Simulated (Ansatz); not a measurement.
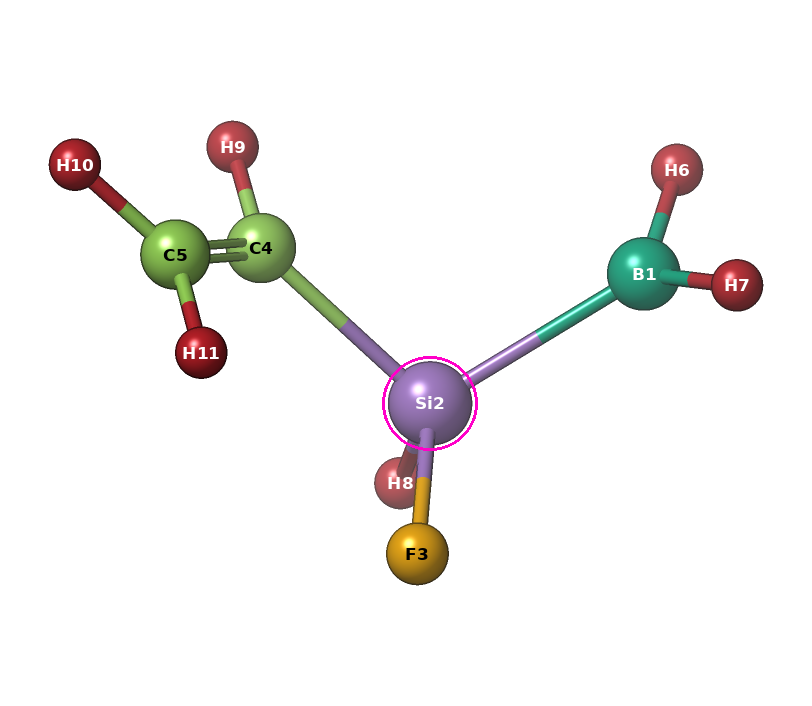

Depth is shown by fading: the farther an atom, the more it takes the colour of the background. Circles mark the stereogenic atoms. Computed geometry: PBE-D4/def2-SVP optimisation. No frequency run is at hand to confirm it as a minimum.

Question: Give the R/S and E/Z labels.

Answer: Si2: R (priorities F3 > C4 > B1 > H8).
